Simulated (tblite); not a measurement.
## Geometry relaxation, with input and output: C2H10B2GeS (part 2 of 2)

Continued. System: C2H10B2GeS, SMILES BC[S][GeH2][CH2]B. Method: GFN2-xTB geometry optimisation, gas phase (tblite 0.8.0). It belongs to a series of runs on one base structure; here: H on C replaced by BH2.

Geometry of the input (Å):
```
B  3.5543  0.3023  -0.1805
C  2.4381  -0.5892  0.5331
S  0.9873  -0.7988  -0.5171
Ge -0.7795  -0.4595  0.8088
C  -2.4358  -0.3716  -0.1742
B  -3.0757  1.0682  -0.0771
H  4.6171  0.3042  0.3374
H  3.1737  1.3828  -0.5281
H  2.1064  0.0228  1.4113
H  2.8401  -1.5722  0.8467
H  -0.8230  -1.6678  1.7865
H  -0.5391  0.8814  1.5275
H  -2.2986  -0.6765  -1.2391
H  -3.1626  -1.0793  0.2793
H  -2.4997  2.0304  0.3325
H  -4.1107  1.2318  -0.6235
```

Trajectory as extended XYZ, continued
```
16
Properties=species:S:1:pos:R:3:forces:R:3 step=53 energy=-462.51075
B     3.5601    0.3979   -0.0148    0.0300   0.0540   0.0170
C     2.4197   -0.5405    0.5035    0.0690   0.0100   0.0190
S     0.8898   -0.5794   -0.5314   -0.0220   0.0040   0.0040
Ge   -0.7632   -0.4214    0.9438   -0.0440   0.0020  -0.0070
C    -2.4378   -0.3104   -0.1330    0.0310  -0.0040  -0.0100
B    -3.1876    1.0548   -0.1969    0.0060   0.0220  -0.0280
H     4.6464    0.2105    0.3779   -0.0350  -0.0160  -0.0030
H     3.3463    1.2927   -0.7340   -0.0520  -0.0570   0.0090
H     2.1355   -0.1935    1.5009   -0.0410   0.0190   0.0070
H     2.7386   -1.5761    0.6148   -0.0040  -0.0410   0.0190
H    -0.8002   -1.6138    1.9153    0.0430   0.0650  -0.0830
H    -0.4779    0.7729    1.8502   -0.0020  -0.0140  -0.0070
H    -2.0744   -0.4653   -1.1548   -0.0030  -0.0180  -0.0350
H    -3.0705   -1.1679    0.0987   -0.0050   0.0300   0.0120
H    -2.5783    2.0546   -0.2132   -0.0020  -0.0300   0.0010
H    -4.3539    1.0938   -0.3033    0.0320  -0.0250   0.0870
16
Properties=species:S:1:pos:R:3:forces:R:3 step=57 energy=-462.51467
B     3.5909    0.3969    0.0139   -0.0910  -0.0670  -0.0520
C     2.4314   -0.5253    0.5189   -0.0760  -0.0830   0.0380
S     0.8828   -0.5035   -0.5072    0.1470   0.0120  -0.0130
Ge   -0.7811   -0.3849    0.9513   -0.1180   0.0740  -0.0770
C    -2.4303   -0.3236   -0.1729   -0.0570   0.0850  -0.0600
B    -3.2008    1.0318   -0.1904   -0.1320   0.1650   0.0120
H     4.6731    0.1969    0.4035   -0.0100   0.0020   0.0710
H     3.3880    1.2368   -0.7633   -0.0170   0.1080  -0.0430
H     2.1265   -0.2475    1.5316    0.1020  -0.0040  -0.0140
H     2.7501   -1.5695    0.5551   -0.0680   0.0190   0.0690
H    -0.8292   -1.5952    1.8908    0.0650   0.0520  -0.0150
H    -0.5859    0.8168    1.8769    0.0420  -0.0720  -0.0200
H    -2.0396   -0.4311   -1.1931   -0.0130  -0.1410   0.1100
H    -3.0237   -1.2083    0.0672   -0.0110   0.0970  -0.0960
H    -2.5870    2.0098   -0.4383   -0.1710  -0.1720   0.0610
H    -4.3727    1.1089   -0.0204    0.4060  -0.0780   0.0280
16
Properties=species:S:1:pos:R:3:forces:R:3 step=61 energy=-462.53529
B     3.5798    0.3897    0.0115   -0.0130  -0.0010  -0.0010
C     2.4302   -0.5372    0.5329   -0.0310   0.0150  -0.0250
S     0.9027   -0.5105   -0.5120   -0.0470  -0.0110  -0.0820
Ge   -0.7913   -0.3679    0.9200    0.1920  -0.0230  -0.0460
C    -2.4342   -0.3188   -0.1937   -0.0060  -0.0170  -0.0270
B    -3.1890    1.0381   -0.1886    0.0240   0.0860   0.0150
H     4.6661    0.2022    0.4079   -0.0820   0.0360  -0.0160
H     3.3506    1.2360   -0.7600    0.0510  -0.0080   0.0490
H     2.1157   -0.2305    1.5322    0.0970  -0.0140   0.0520
H     2.7462   -1.5801    0.5924   -0.0720   0.0120   0.0710
H    -0.7987   -1.5761    1.8523    0.0000  -0.0230   0.0380
H    -0.5822    0.8116    1.8595    0.0250   0.0320   0.0020
H    -2.0507   -0.4682   -1.2068    0.0060  -0.0710  -0.0020
H    -3.0323   -1.1880    0.0740   -0.0790  -0.0130  -0.0750
H    -2.5808    2.0152   -0.4134   -0.0850  -0.0230  -0.0170
H    -4.3397    1.0935    0.0151    0.0200   0.0240   0.0630
16
Properties=species:S:1:pos:R:3:forces:R:3 step=64 energy=-462.55006
B     3.5740    0.3793    0.0199   -0.0190   0.0350   0.0290
C     2.4243   -0.5393    0.5500   -0.0180   0.0040   0.0070
S     0.9190   -0.4907   -0.5298    0.0170  -0.0290   0.0000
Ge   -0.7787   -0.3426    0.8821   -0.0670  -0.0560   0.0690
C    -2.4361   -0.3210   -0.2321    0.0290  -0.0710   0.0300
B    -3.1815    1.0396   -0.1744   -0.0400  -0.0520   0.0170
H     4.6569    0.2107    0.4191    0.0360  -0.0090   0.0310
H     3.3438    1.2151   -0.7597    0.0340   0.0220   0.0090
H     2.1212   -0.2402    1.5571    0.0070   0.0510  -0.0480
H     2.7328   -1.5834    0.6235   -0.0690  -0.0160  -0.0260
H    -0.7823   -1.5575    1.8131    0.0120   0.0070   0.0220
H    -0.6205    0.8342    1.8464    0.0640  -0.0180  -0.0760
H    -2.0522   -0.5097   -1.2353    0.0260   0.0540  -0.0800
H    -3.0327   -1.1858    0.0496   -0.0690  -0.0400   0.0270
H    -2.5949    2.0023   -0.4846   -0.0890   0.0610  -0.0290
H    -4.3005    1.0978    0.1787    0.1470   0.0560   0.0180
16
Properties=species:S:1:pos:R:3:forces:R:3 step=68 energy=-462.56395
B     3.5766    0.3822    0.0379    0.0910  -0.0260  -0.0050
C     2.4226   -0.5363    0.5609    0.0330   0.0020  -0.0390
S     0.9299   -0.4852   -0.5368   -0.0860  -0.0210   0.0970
Ge   -0.7916   -0.3439    0.8622    0.0090  -0.0120  -0.1300
C    -2.4434   -0.3512   -0.2685   -0.1260   0.0880  -0.0660
B    -3.1671    1.0247   -0.1570    0.0770   0.1360  -0.0420
H     4.6631    0.2139    0.4346   -0.0280  -0.0170   0.0490
H     3.3635    1.2117   -0.7528   -0.0140   0.0340   0.0190
H     2.1297   -0.2316    1.5678   -0.0840   0.0730  -0.0220
H     2.7194   -1.5838    0.6407   -0.0320   0.0120  -0.0420
H    -0.7831   -1.5425    1.8025    0.0050  -0.0400   0.0870
H    -0.6464    0.8595    1.7946    0.0480  -0.0500  -0.0520
H    -2.0687   -0.5352   -1.2833   -0.0480   0.0420   0.1840
H    -3.0591   -1.2018    0.0309    0.1020   0.0220  -0.0490
H    -2.6241    1.9958   -0.5459   -0.0930  -0.1720   0.0060
H    -4.2289    1.1329    0.3356    0.1480  -0.0720   0.0050
16
Properties=species:S:1:pos:R:3:forces:R:3 step=72 energy=-462.58584
B     3.5848    0.3706    0.0521   -0.0950  -0.0030   0.0060
C     2.4112   -0.5322    0.5639   -0.1030  -0.0030  -0.0450
S     0.9191   -0.4806   -0.5446    0.1160   0.0170  -0.0980
Ge   -0.8020   -0.3526    0.8288   -0.0280  -0.0230   0.1520
C    -2.4589   -0.3570   -0.3039    0.0790   0.0400   0.0680
B    -3.1432    1.0240   -0.1420   -0.2030   0.1660   0.0690
H     4.6572    0.2180    0.4823    0.0330  -0.0590   0.0490
H     3.3728    1.2064   -0.7323    0.0260   0.0250  -0.0070
H     2.1153   -0.1924    1.5626   -0.0520  -0.0170  -0.0990
H     2.6614   -1.5905    0.6499    0.0780   0.0580   0.0590
H    -0.7563   -1.5362    1.8049   -0.0590   0.0390  -0.0110
H    -0.6257    0.8621    1.7425   -0.0060  -0.0430  -0.0270
H    -2.0686   -0.5383   -1.3029    0.0060   0.0030  -0.1120
H    -3.0660   -1.2119   -0.0097    0.0330   0.0090   0.0290
H    -2.6989    1.9864   -0.6538   -0.0270  -0.1940   0.0380
H    -4.1098    1.1331    0.5258    0.2040  -0.0160  -0.0700
16
Properties=species:S:1:pos:R:3:forces:R:3 step=76 energy=-462.59981
B     3.5791    0.3668    0.0692   -0.0130   0.0260  -0.0010
C     2.3907   -0.5232    0.5683   -0.0050  -0.0230  -0.0520
S     0.9225   -0.4785   -0.5653    0.0350  -0.0010  -0.0450
Ge   -0.7988   -0.3646    0.8184    0.0500   0.0270  -0.0160
C    -2.4513   -0.3545   -0.3141   -0.0080  -0.0150  -0.0170
B    -3.1378    1.0263   -0.1250   -0.0070  -0.0460  -0.0340
H     4.6559    0.2145    0.5001   -0.0860  -0.0690   0.0390
H     3.3765    1.1949   -0.7245    0.0330   0.0550  -0.0240
H     2.0730   -0.1798    1.5569   -0.0430   0.0180  -0.0420
H     2.6450   -1.5778    0.6680    0.0620  -0.0100   0.0590
H    -0.7447   -1.5395    1.8003   -0.0620   0.0340  -0.0010
H    -0.6123    0.8638    1.7029   -0.0040  -0.0230   0.0410
H    -2.0792   -0.5351   -1.3238    0.0050   0.0600  -0.0030
H    -3.0490   -1.2170   -0.0208   -0.0100   0.0290   0.0600
H    -2.7470    1.9623   -0.7107    0.0000  -0.0490   0.0140
H    -4.0300    1.1503    0.6237    0.0530  -0.0150   0.0210
16
Properties=species:S:1:pos:R:3:forces:R:3 step=80 energy=-462.61568
B     3.5624    0.3674    0.0906   -0.0120  -0.0050  -0.0180
C     2.3659   -0.5228    0.5608   -0.0200   0.0270  -0.0010
S     0.9381   -0.5053   -0.6188    0.0100  -0.0900  -0.0030
Ge   -0.7833   -0.3812    0.7658   -0.0190   0.0230  -0.0190
C    -2.4553   -0.3633   -0.3450    0.0610  -0.0420   0.0490
B    -3.1124    1.0158   -0.1000    0.0790   0.0040  -0.0070
H     4.6187    0.1922    0.5546    0.0120  -0.0200   0.0200
H     3.3809    1.2102   -0.6943    0.0420   0.0220   0.0090
H     2.0087   -0.1163    1.5123   -0.0220   0.0050  -0.0040
H     2.6192   -1.5683    0.7414   -0.0070   0.0380  -0.0230
H    -0.7396   -1.5277    1.7891   -0.0370   0.0560  -0.0660
H    -0.5813    0.8641    1.6223    0.0130  -0.0060   0.0540
H    -2.1115   -0.5349   -1.3648   -0.0410  -0.0200  -0.0040
H    -3.0528   -1.2127   -0.0202    0.0140  -0.0570  -0.0060
H    -2.8223    1.9273   -0.7675   -0.0010   0.0680  -0.0410
H    -3.8431    1.1645    0.7972   -0.0710  -0.0020   0.0600
16
Properties=species:S:1:pos:R:3:forces:R:3 step=83 energy=-462.61927
B     3.5581    0.3684    0.0914    0.0350   0.0010   0.0230
C     2.3600   -0.5180    0.5603   -0.0200   0.0120  -0.0280
S     0.9426   -0.5213   -0.6289   -0.0140  -0.0660  -0.0130
Ge   -0.7772   -0.3806    0.7536    0.0000   0.0410   0.0410
C    -2.4493   -0.3685   -0.3429   -0.0620   0.0380  -0.0180
B    -3.1043    1.0139   -0.0959    0.0320  -0.0170   0.0460
H     4.6096    0.1833    0.5635    0.0180  -0.0040   0.0050
H     3.3884    1.2157   -0.6902    0.0260   0.0210  -0.0060
H     1.9920   -0.1082    1.5050   -0.0190   0.0250   0.0200
H     2.6176   -1.5597    0.7502    0.0020  -0.0020  -0.0110
H    -0.7454   -1.5182    1.7807   -0.0190   0.0030  -0.0400
H    -0.5729    0.8605    1.6207    0.0170  -0.0140   0.0030
H    -2.1219   -0.5334   -1.3689   -0.0150  -0.0500  -0.0040
H    -3.0513   -1.2157   -0.0175    0.0490  -0.0330  -0.0010
H    -2.8354    1.9237   -0.7744    0.0140   0.0530  -0.0440
H    -3.8181    1.1669    0.8167   -0.0430  -0.0090   0.0260
16
Properties=species:S:1:pos:R:3:forces:R:3 step=87 energy=-462.62243
B     3.5610    0.3718    0.0942   -0.0060   0.0060   0.0020
C     2.3577   -0.5132    0.5560   -0.0020   0.0030   0.0050
S     0.9426   -0.5494   -0.6362   -0.0080  -0.0060   0.0120
Ge   -0.7792   -0.3732    0.7441   -0.0080  -0.0100  -0.0190
C    -2.4584   -0.3713   -0.3482    0.0200  -0.0030   0.0080
B    -3.0935    1.0155   -0.0848   -0.0680  -0.0140  -0.0100
H     4.6074    0.1738    0.5729    0.0160   0.0100  -0.0010
H     3.4041    1.2270   -0.6833    0.0170  -0.0100   0.0120
H     1.9811   -0.0949    1.4954    0.0010  -0.0010  -0.0170
H     2.6237   -1.5511    0.7572   -0.0130   0.0070   0.0040
H    -0.7629   -1.5103    1.7686   -0.0060  -0.0130  -0.0080
H    -0.5712    0.8629    1.6143    0.0330   0.0110  -0.0060
H    -2.1399   -0.5444   -1.3754   -0.0050  -0.0110  -0.0070
H    -3.0441   -1.2262   -0.0124    0.0070   0.0170   0.0110
H    -2.8379    1.9227   -0.7761    0.0190   0.0160   0.0110
H    -3.7981    1.1693    0.8372    0.0040  -0.0010   0.0010
16
Properties=species:S:1:pos:R:3:forces:R:3 step=91 energy=-462.62335
B     3.5592    0.3740    0.0980    0.0140  -0.0180  -0.0030
C     2.3548   -0.5115    0.5567    0.0030  -0.0020  -0.0030
S     0.9431   -0.5612   -0.6389    0.0130   0.0050  -0.0210
Ge   -0.7794   -0.3732    0.7362    0.0140  -0.0010   0.0130
C    -2.4605   -0.3713   -0.3514   -0.0080   0.0020   0.0020
B    -3.0985    1.0144   -0.0861    0.0280   0.0000  -0.0160
H     4.6067    0.1731    0.5747    0.0000   0.0100   0.0050
H     3.4078    1.2292   -0.6794    0.0000   0.0050   0.0010
H     1.9736   -0.0878    1.4909   -0.0080   0.0090   0.0060
H     2.6208   -1.5473    0.7661   -0.0030  -0.0030   0.0070
H    -0.7637   -1.5111    1.7604   -0.0130  -0.0060  -0.0030
H    -0.5552    0.8630    1.6051    0.0130  -0.0030  -0.0160
H    -2.1477   -0.5530   -1.3793   -0.0070   0.0110   0.0050
H    -3.0436   -1.2239   -0.0064   -0.0060  -0.0040   0.0080
H    -2.8375    1.9274   -0.7685   -0.0010  -0.0030  -0.0040
H    -3.7877    1.1683    0.8454   -0.0390  -0.0040   0.0200
16
Properties=species:S:1:pos:R:3:forces:R:3 step=95 energy=-462.62384
B     3.5611    0.3707    0.0964   -0.0090   0.0220   0.0110
C     2.3539   -0.5114    0.5557    0.0040  -0.0020  -0.0010
S     0.9459   -0.5658   -0.6446   -0.0020   0.0100   0.0100
Ge   -0.7748   -0.3746    0.7354   -0.0110  -0.0110  -0.0330
C    -2.4605   -0.3700   -0.3485    0.0120  -0.0050   0.0070
B    -3.0997    1.0151   -0.0866   -0.0060  -0.0040   0.0430
H     4.6072    0.1761    0.5776    0.0060  -0.0090   0.0040
H     3.4099    1.2311   -0.6763   -0.0010  -0.0160   0.0000
H     1.9696   -0.0824    1.4874    0.0080   0.0020  -0.0200
H     2.6159   -1.5471    0.7704    0.0070  -0.0030   0.0120
H    -0.7688   -1.5157    1.7568    0.0010   0.0070  -0.0010
H    -0.5436    0.8623    1.6001    0.0130  -0.0040  -0.0030
H    -2.1502   -0.5517   -1.3768    0.0000   0.0010  -0.0050
H    -3.0413   -1.2234   -0.0008   -0.0060   0.0090   0.0000
H    -2.8396    1.9291   -0.7669    0.0050   0.0020  -0.0160
H    -3.7926    1.1667    0.8444   -0.0200   0.0000  -0.0070
16
Properties=species:S:1:pos:R:3:forces:R:3 step=99 energy=-462.62454
B     3.5636    0.3725    0.0991    0.0010  -0.0050  -0.0010
C     2.3565   -0.5114    0.5549   -0.0020   0.0000   0.0000
S     0.9517   -0.5697   -0.6491    0.0040  -0.0060  -0.0020
Ge   -0.7712   -0.3771    0.7276    0.0020  -0.0090   0.0000
C    -2.4623   -0.3686   -0.3442   -0.0030   0.0020   0.0050
B    -3.1030    1.0158   -0.0818   -0.0090   0.0030  -0.0010
H     4.6106    0.1771    0.5790   -0.0050  -0.0050   0.0070
H     3.4129    1.2307   -0.6756   -0.0030  -0.0030  -0.0020
H     1.9676   -0.0766    1.4815    0.0040   0.0110   0.0020
H     2.6166   -1.5458    0.7784    0.0080   0.0030   0.0000
H    -0.7774   -1.5165    1.7508    0.0160   0.0020  -0.0010
H    -0.5229    0.8570    1.5920   -0.0040   0.0000  -0.0010
H    -2.1577   -0.5522   -1.3740   -0.0080   0.0060  -0.0010
H    -3.0447   -1.2186    0.0087    0.0030  -0.0110  -0.0080
H    -2.8330    1.9297   -0.7590    0.0010   0.0080   0.0010
H    -3.8150    1.1625    0.8352   -0.0050   0.0060   0.0010
16
Properties=species:S:1:pos:R:3:forces:R:3 step=102 energy=-462.62469
B     3.5634    0.3721    0.1001    0.0010  -0.0060  -0.0050
C     2.3558   -0.5113    0.5553    0.0090   0.0030   0.0060
S     0.9537   -0.5728   -0.6507    0.0010  -0.0060  -0.0090
Ge   -0.7700   -0.3800    0.7244    0.0080   0.0210   0.0080
C    -2.4625   -0.3685   -0.3435   -0.0210   0.0000  -0.0090
B    -3.1039    1.0166   -0.0802    0.0090  -0.0100  -0.0100
H     4.6097    0.1762    0.5814   -0.0060   0.0000   0.0030
H     3.4115    1.2298   -0.6750    0.0040  -0.0030   0.0000
H     1.9670   -0.0720    1.4801    0.0000   0.0000  -0.0020
H     2.6165   -1.5449    0.7817    0.0020   0.0050   0.0060
H    -0.7736   -1.5156    1.7494    0.0120  -0.0140   0.0080
H    -0.5208    0.8560    1.5877   -0.0050  -0.0080  -0.0080
H    -2.1615   -0.5521   -1.3747   -0.0030   0.0150   0.0030
H    -3.0446   -1.2197    0.0077    0.0020   0.0000   0.0010
H    -2.8346    1.9305   -0.7582   -0.0010   0.0000   0.0040
H    -3.8137    1.1646    0.8379   -0.0090   0.0020   0.0050
16
Properties=species:S:1:pos:R:3:forces:R:3 step=106 energy=-462.62488
B     3.5637    0.3709    0.1007    0.0030   0.0020  -0.0020
C     2.3562   -0.5108    0.5566   -0.0030  -0.0010  -0.0050
S     0.9582   -0.5782   -0.6545   -0.0040  -0.0060   0.0050
Ge   -0.7670   -0.3814    0.7195   -0.0050  -0.0070  -0.0030
C    -2.4656   -0.3680   -0.3424    0.0080   0.0010   0.0030
B    -3.1061    1.0171   -0.0784   -0.0050   0.0030   0.0050
H     4.6087    0.1756    0.5844    0.0040   0.0030   0.0010
H     3.4108    1.2277   -0.6748    0.0100   0.0020  -0.0060
H     1.9646   -0.0659    1.4774   -0.0030  -0.0040   0.0010
H     2.6176   -1.5427    0.7891   -0.0050  -0.0010   0.0080
H    -0.7682   -1.5180    1.7463    0.0080   0.0030  -0.0060
H    -0.5141    0.8538    1.5803   -0.0030   0.0080   0.0040
H    -2.1677   -0.5491   -1.3746    0.0000   0.0050  -0.0040
H    -3.0443   -1.2205    0.0106   -0.0050   0.0020  -0.0030
H    -2.8343    1.9324   -0.7536    0.0020  -0.0050   0.0010
H    -3.8199    1.1661    0.8372   -0.0010  -0.0050   0.0000
16
Properties=species:S:1:pos:R:3:forces:R:3 step=110 energy=-462.62499
B     3.5649    0.3705    0.0999   -0.0020  -0.0030   0.0030
C     2.3566   -0.5108    0.5563    0.0000  -0.0020   0.0050
S     0.9585   -0.5823   -0.6548    0.0040   0.0020   0.0000
Ge   -0.7667   -0.3816    0.7183    0.0020  -0.0020   0.0040
C    -2.4662   -0.3672   -0.3414   -0.0030   0.0010  -0.0030
B    -3.1087    1.0171   -0.0770    0.0030   0.0010   0.0040
H     4.6093    0.1761    0.5860   -0.0020   0.0030  -0.0020
H     3.4141    1.2266   -0.6771    0.0070  -0.0050  -0.0020
H     1.9643   -0.0650    1.4765   -0.0040   0.0060  -0.0040
H     2.6173   -1.5419    0.7934    0.0000  -0.0010  -0.0040
H    -0.7624   -1.5183    1.7444   -0.0010   0.0010  -0.0010
H    -0.5148    0.8542    1.5795   -0.0020   0.0030  -0.0020
H    -2.1700   -0.5448   -1.3748    0.0040  -0.0020   0.0010
H    -3.0451   -1.2205    0.0097   -0.0010   0.0010  -0.0030
H    -2.8331    1.9317   -0.7517   -0.0050   0.0000   0.0060
H    -3.8255    1.1653    0.8362    0.0010  -0.0030  -0.0030
```

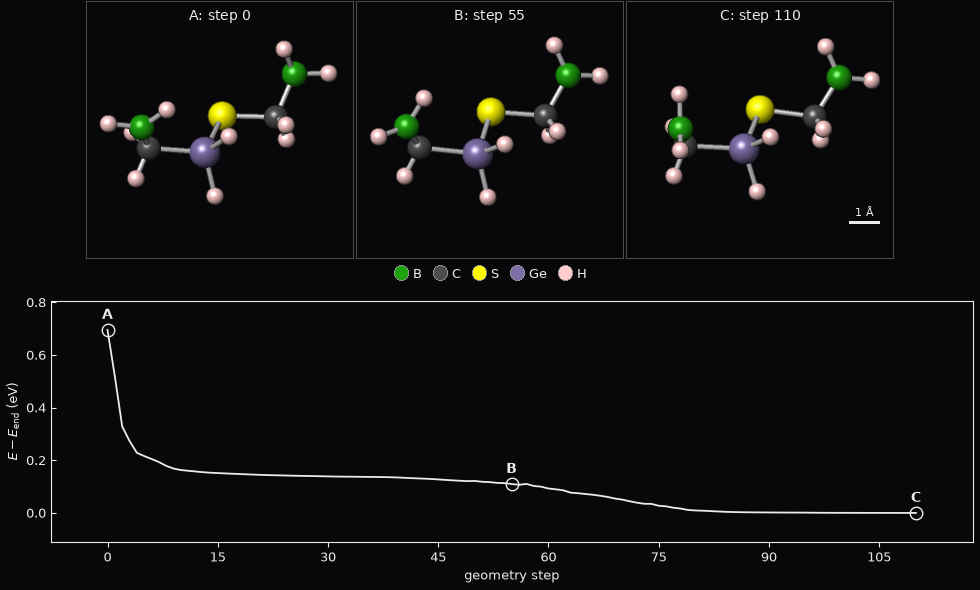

Fig. 1: Frames of the relaxation (ball-and-stick view, seen at a tilt) above the curves, on which the letters mark them (steps are counted from 0).

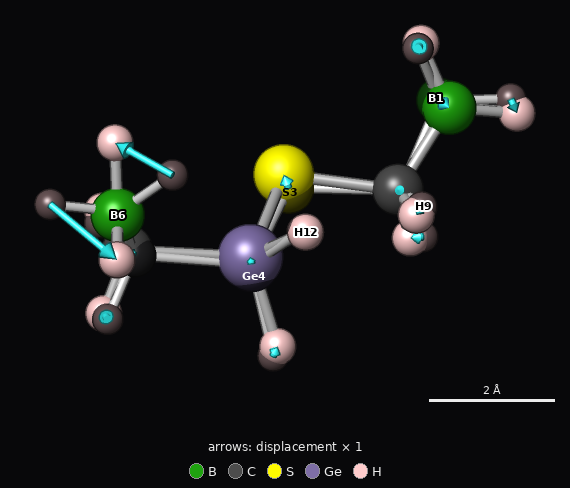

Fig. 2: Start (faint) and end (solid) with the displacements as teal arrows, at true length (ball-and-stick view, seen at a tilt). The two geometries are laid on each other by the best rigid fit. The largest move after the best rigid fit is that of H16, 1.50 Å. By element the largest moves are H 1.50 Å, B 0.26 Å, S 0.24 Å, C 0.15 Å, Ge 0.12 Å. Among the contacts that change: Ge4–C5 1.928 → 2.003 Å, C2–S3 1.803 → 1.851 Å, B1–C2 1.597 → 1.564 Å, B1–H8 1.197 → 1.166 Å. Among the angles that change: H11–Ge4–H12 112.8° → 102.8°, B6–C5–H14 106.9° → 115.1°, H7–B1–H8 114.3° → 121.0°. After 110 geometry steps the energy has fallen by 0.695 eV. Largest force component: 1.8 eV/Å at the start, 0.007 eV/Å at the end. (Atoms are counted from 1 in the order of the input.)
